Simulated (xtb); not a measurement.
TiO2: geometry relaxation (part 2 of 2)

TiO2, SMILES [O]=[Ti]=[O]; GFN2-xTB (xtb 6.7.1 later snapshot). The geometry comes from this level: PBE0-D4/def2-TZVP.

Geometry of the input (Å):
```
O  0.9210  0.9288  0.4446
Ti 0.1350  -0.4920  0.3316
O  -1.0561  -0.4368  -0.7762
```

### Output, continued
```
 iter      E             dE          RMSdq      gap      omega  full diag
   1     -9.6999544 -0.969995E+01  0.717E-03    1.72       0.0  T
   2     -9.6999544 -0.136815E-07  0.512E-03    1.72      11.3  T
   3     -9.6999545 -0.226676E-07  0.222E-03    1.72      26.0  T
   4     -9.6999545 -0.386239E-08  0.365E-04    1.72     158.2  T
   5     -9.6999545 -0.156231E-10  0.107E-04    1.72     541.0  T
     SCC iter.                  ...        0 min,  0.000 sec
     gradient                   ...        0 min,  0.000 sec
 * total energy  :    -9.6477813 Eh     change       -0.1995215E-06 Eh
   gradient norm :     0.0000664 Eh/α   predicted    -0.1543615E-06 ( -22.63%)
   displ. norm   :     0.0004794 α      lambda       -0.1334888E-07
   maximum displ.:     0.0004730 α      in ANC's #1, #2, #3, ...

........................................................................
.............................. CYCLE    6 ..............................
........................................................................

 iter      E             dE          RMSdq      gap      omega  full diag
   1     -9.6999335 -0.969993E+01  0.480E-03    1.72       0.0  T
   2     -9.6999335 -0.452861E-09  0.241E-03    1.72      24.0  T
   3     -9.6999335  0.222775E-08  0.119E-03    1.72      48.6  T
   4     -9.6999335 -0.291380E-08  0.233E-04    1.72     248.3  T
   5     -9.6999335 -0.126121E-11  0.558E-05    1.72    1035.2  T
     SCC iter.                  ...        0 min,  0.000 sec
     gradient                   ...        0 min,  0.000 sec
 * total energy  :    -9.6477813 Eh     change       -0.8279759E-08 Eh
   gradient norm :     0.0000041 Eh/α   predicted    -0.6147577E-08 ( -25.75%)
   displ. norm   :     0.0000694 α      lambda        0.1580578E-08
   maximum displ.:     0.0000691 α      in ANC's #1, #2, #3, ...

   *** GEOMETRY OPTIMIZATION CONVERGED AFTER 6 ITERATIONS ***

------------------------------------------------------------------------
 total energy gain   :        -0.0000909 Eh       -0.0571 kcal/mol
 total RMSD          :         0.0305241 a0        0.0162 Å
 total power (kW/mol):        -0.0397947 (step)  -37.4637 (real)
------------------------------------------------------------------------

 ANCopt (total)                0 d,  0 h,  0 min,  0.006 sec
 optimizer setup                ...        0 min,  0.000 sec (  0.939%)
 model hessian                  ...        0 min,  0.000 sec (  0.502%)
 ANC generation                 ...        0 min,  0.000 sec (  0.563%)
 coordinate transformation      ...        0 min,  0.000 sec (  0.387%)
 single point calculation       ...        0 min,  0.006 sec ( 88.494%)
 optimization log               ...        0 min,  0.000 sec (  3.167%)
 hessian update                 ...        0 min,  0.000 sec (  0.253%)
 rational function              ...        0 min,  0.000 sec (  2.995%)

================
 final structure:
================
3
 xtb: 6.7.1
O            0.93426821181185        0.93156181276099        0.45550818247025
Ti           0.13206901304997       -0.48123643647037        0.32436661747521
O           -1.06643722486182       -0.45032537629062       -0.77987479994546

 Bond Distances (Angstroems)
 ---------------------------
O1-Ti2=1.6299        Ti2-O1=1.6299        Ti2-O3=1.6299        O3-Ti2=1.6299
 Ti O  Rav=1.6299 sigma=0.0000  Rmin=1.6299  Rmax=1.6299     2

 selected bond angles (degree)
 --------------------
O3-Ti2-O1=113.58

 selected dihedral angles (degree)
 ---------------------------------

           -------------------------------------------------
          |                Final Singlepoint                |
           -------------------------------------------------

          ...................................................
          :                      SETUP                      :
          :.................................................:
          :  # basis functions                  18          :
          :  # atomic orbitals                  17          :
          :  # shells                            7          :
          :  # electrons                        16          :
          :  max. iterations                   250          :
          :  Hamiltonian                  GFN2-xTB          :
          :  restarted?                      false          :
          :  GBSA solvation                  false          :
          :  PC potential                    false          :
          :  electronic temp.          300.0000000     K    :
          :  accuracy                    1.0000000          :
          :  -> integral cutoff          0.2500000E+02      :
          :  -> integral neglect         0.1000000E-07      :
          :  -> SCF convergence          0.1000000E-05 Eh   :
          :  -> wf. convergence          0.1000000E-03 e    :
          :  Broyden damping             0.4000000          :
          :  net charge                          0          :
          :  unpaired electrons                  0          :
          ...................................................

 iter      E             dE          RMSdq      gap      omega  full diag
   1     -9.6999335 -0.969993E+01  0.181E-05    1.72       0.0  T
   2     -9.6999335 -0.408562E-13  0.163E-05    1.72    3540.4  T
   3     -9.6999335 -0.248690E-12  0.260E-06    1.72   22228.8  T

   *** convergence criteria satisfied after 3 iterations ***

         #    Occupation            Energy/Eh            Energy/eV
      -------------------------------------------------------------
         1        2.0000           -0.7103586             -19.3298
         2        2.0000           -0.6500128             -17.6877
         3        2.0000           -0.4883863             -13.2897
         4        2.0000           -0.4584164             -12.4741
         5        2.0000           -0.4492660             -12.2252
         6        2.0000           -0.4317426             -11.7483
         7        2.0000           -0.4292087             -11.6794
         8        2.0000           -0.4195017             -11.4152 (HOMO)
         9                         -0.3563675              -9.6973 (LUMO)
        10                         -0.3125975              -8.5062
        11                         -0.2928874              -7.9699
        12                         -0.2693269              -7.3288
        13                         -0.2021681              -5.5013
       ...                                ...                  ...
        17                          0.3782331              10.2922
      -------------------------------------------------------------
                  HL-Gap            0.0631343 Eh            1.7180 eV
             Fermi-level           -0.3879346 Eh          -10.5562 eV

 SCC (total)                   0 d,  0 h,  0 min,  0.001 sec
 SCC setup                      ...        0 min,  0.000 sec (  4.690%)
 Dispersion                     ...        0 min,  0.000 sec (  1.232%)
 classical contributions        ...        0 min,  0.000 sec (  0.443%)
 integral evaluation            ...        0 min,  0.000 sec ( 27.480%)
 iterations                     ...        0 min,  0.000 sec ( 26.473%)
 molecular gradient             ...        0 min,  0.000 sec ( 33.767%)
 printout                       ...        0 min,  0.000 sec (  4.486%)

         :::::::::::::::::::::::::::::::::::::::::::::::::::::
         ::                     SUMMARY                     ::
         :::::::::::::::::::::::::::::::::::::::::::::::::::::
         :: total energy              -9.647781301583 Eh    ::
         :: gradient norm              0.000004185799 Eh/a0 ::
         :: HOMO-LUMO gap              1.717971073692 eV    ::
         ::.................................................::
         :: SCC energy                -9.699933487627 Eh    ::
         :: -> isotropic ES            0.089279827280 Eh    ::
         :: -> anisotropic ES          0.014248202430 Eh    ::
         :: -> anisotropic XC         -0.004183406393 Eh    ::
         :: -> dispersion             -0.001114773909 Eh    ::
         :: repulsion energy           0.052152186044 Eh    ::
         :: add. restraining           0.000000000000 Eh    ::
         :: total charge              -0.000000000000 e     ::
         :::::::::::::::::::::::::::::::::::::::::::::::::::::

           -------------------------------------------------
          |                Property Printout                |
           -------------------------------------------------

    * Orbital Energies and Occupations

         #    Occupation            Energy/Eh            Energy/eV
      -------------------------------------------------------------
         1        2.0000           -0.7103586             -19.3298
         2        2.0000           -0.6500128             -17.6877
         3        2.0000           -0.4883863             -13.2897
         4        2.0000           -0.4584164             -12.4741
         5        2.0000           -0.4492660             -12.2252
         6        2.0000           -0.4317426             -11.7483
         7        2.0000           -0.4292087             -11.6794
         8        2.0000           -0.4195017             -11.4152 (HOMO)
         9                         -0.3563675              -9.6973 (LUMO)
        10                         -0.3125975              -8.5062
        11                         -0.2928874              -7.9699
        12                         -0.2693269              -7.3288
        13                         -0.2021681              -5.5013
        14                         -0.0878666              -2.3910
        15                         -0.0554124              -1.5078
        16                          0.2752911               7.4911
        17                          0.3782331              10.2922
      -------------------------------------------------------------
                  HL-Gap            0.0631343 Eh            1.7180 eV
             Fermi-level           -0.3879346 Eh          -10.5562 eV

     #   Z          covCN         q      C6AA      α(0)
     1   8          0.727    -0.522    24.353     6.613
     2  22          1.454     1.045   201.467    34.752
     3   8          0.727    -0.522    24.353     6.613

 Mol. C6AA /au·bohr⁶  :        546.646886
 Mol. C8AA /au·bohr⁸  :      37984.672853
 Mol. α(0) /au        :         47.978061

Wiberg/Mayer (AO) data.
largest (>0.10) Wiberg bond orders for each atom

 ---------------------------------------------------------------------------
     #   Z sym  total        # sym  WBO       # sym  WBO       # sym  WBO
 ---------------------------------------------------------------------------
     1   8      2.254 --     2      2.087     3      0.167
     2  22      4.174 --     1      2.087     3      2.087
     3   8      2.254 --     2      2.087     1      0.167
 ---------------------------------------------------------------------------

Topologies differ in total number of bonds
Writing topology from bond orders to xtbtopo.mol

molecular dipole:
                 x           y           z       tot (Debye)
 q only:        0.391      -1.425       0.961
   full:        0.735      -2.679       1.806       8.423
molecular quadrupole (traceless):
                xx          xy          yy          xz          yz          zz
 q only:       -2.554      -4.135       1.274      -3.278      -3.044       1.280
  q+dip:       -4.165      -5.393       2.939      -3.008      -5.456       1.227
   full:       -4.450      -6.608       2.600      -4.679      -5.521       1.850

           -------------------------------------------------
          |                Geometry Summary                 |
           -------------------------------------------------

      molecular mass/u    :       79.8655548
   center of mass at/Å    :        0.0526771      -0.1920193       0.1294263
  moments of inertia/u·Å² :        0.1528638E+02   0.5950664E+02   0.7479302E+02
rotational constants/cm⁻¹ :        0.1102788E+01   0.2832899E+00   0.2253904E+00

 * 2 selected distances

     #   Z          #   Z                                           value/Å
     1   8          2  22                                         1.6299451 (min)
     2  22          3   8                                         1.6299455 (max)

 * 1 distinct bonds (by element types)

   Z      Z             #   av. dist./Å        max./Å        min./Å
   8 O   22 Ti          2     1.6299453     1.6299455     1.6299451

optimized geometry written to: xtbopt.xyz

           -------------------------------------------------
          | TOTAL ENERGY               -9.647781301583 Eh   |
          | GRADIENT NORM               0.000004185799 Eh/α |
          | HOMO-LUMO GAP               1.717971073692 eV   |
           -------------------------------------------------

------------------------------------------------------------------------
------------------------------------------------------------------------
 total:
 *  cpu-time:     0 d,  0 h,  0 min,  0.017 sec
 * ratio c/w:     1.000 speedup
 SCF:
 *  cpu-time:     0 d,  0 h,  0 min,  0.002 sec
 * ratio c/w:     0.999 speedup
 ANC optimizer:
 *  cpu-time:     0 d,  0 h,  0 min,  0.008 sec
 * ratio c/w:     1.000 speedup
```

### File xtbopt.xyz
```
3
 energy: -9.647781301583 gnorm: 0.000004185799 xtb: 6.7.1
O            0.93426821181185        0.93156181276099        0.45550818247025
Ti           0.13206901304997       -0.48123643647037        0.32436661747521
O           -1.06643722486182       -0.45032537629062       -0.77987479994546
```

### Standard error
```
normal termination of xtb
```

### Trajectory as extended XYZ (Å, eV, eV/Å), 6 frames, from step=0 to step=5
```
3
Properties=species:S:1:pos:R:3 step=0 energy=-262.52703
O     0.9210    0.9288    0.4446
Ti    0.1350   -0.4920    0.3316
O    -1.0561   -0.4368   -0.7762
3
Properties=species:S:1:pos:R:3 step=1 energy=-262.52868
O     0.9266    0.9303    0.4491
Ti    0.1339   -0.4880    0.3289
O    -1.0606   -0.4423   -0.7780
3
Properties=species:S:1:pos:R:3 step=2 energy=-262.52947
O     0.9338    0.9320    0.4550
Ti    0.1324   -0.4824    0.3251
O    -1.0663   -0.4496   -0.7801
3
Properties=species:S:1:pos:R:3 step=3 energy=-262.52950
O     0.9343    0.9318    0.4555
Ti    0.1322   -0.4815    0.3246
O    -1.0666   -0.4502   -0.7800
3
Properties=species:S:1:pos:R:3 step=4 energy=-262.52950
O     0.9341    0.9315    0.4554
Ti    0.1321   -0.4813    0.3244
O    -1.0663   -0.4502   -0.7798
3
Properties=species:S:1:pos:R:3 step=5 energy=-262.52950
O     0.9343    0.9316    0.4555
Ti    0.1321   -0.4812    0.3244
O    -1.0664   -0.4503   -0.7799
```

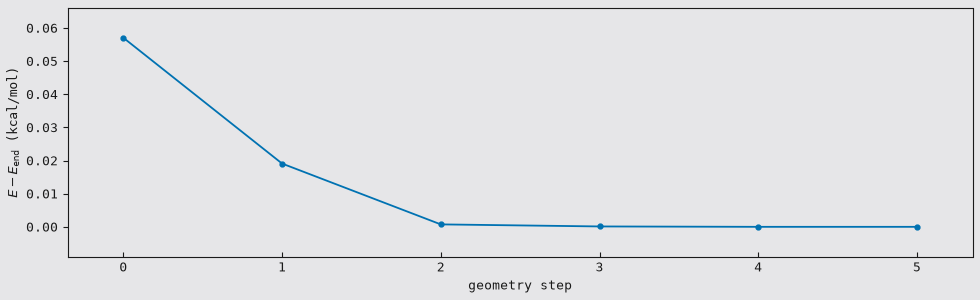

Fig. 1: Progress of the relaxation, step by step (steps are counted from 0).

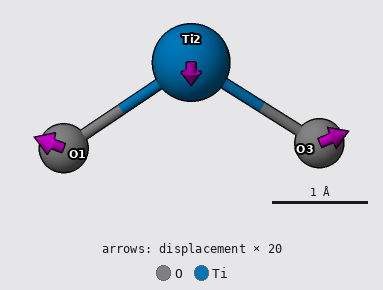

Fig. 2: The starting structure with the displacements as pink arrows, magnified 20 times (ball-and-stick view, seen at a tilt). The two geometries are laid on each other by the best rigid fit. The largest moves after the best rigid fit, 0.017 Å, are those of O1 and O3. By element the largest moves are O 0.017 Å, Ti 0.013 Å. After 5 geometry steps the energy has fallen by 0.06 kcal/mol. (Atoms are counted from 1 in the order of the input.)

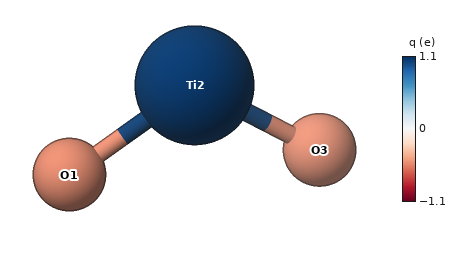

Fig. 3: Mulliken charges, as the colour of each atom (ball-and-stick view, seen at a tilt; atoms are numbered from 1 in the order of the input). By element: O −0.52 and Ti +1.04 e.
